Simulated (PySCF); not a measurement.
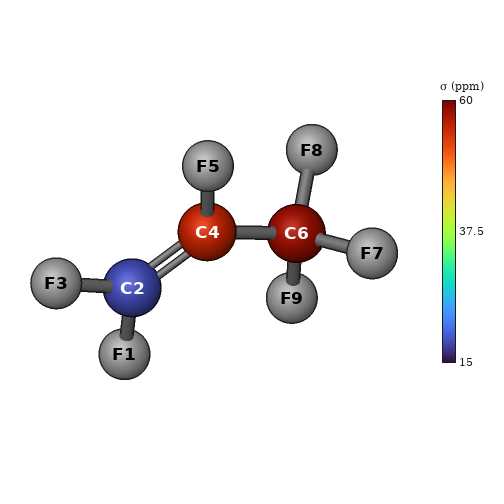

Atoms are coloured by their isotropic NMR shieldings (C only, the others grey). Computed geometry: GFN2-xTB optimisation. No frequency run is at hand to confirm it as a minimum. Method: GIAO PBE0/pcSseg-1 NMR shielding, non-relativistic, gas phase (PySCF 2.14.0).

Give the isotropic NMR shieldings of the C atoms atom by atom.

```
atom  σ (ppm)
  C2     18.6
  C4     55.6
  C6     58.2
```
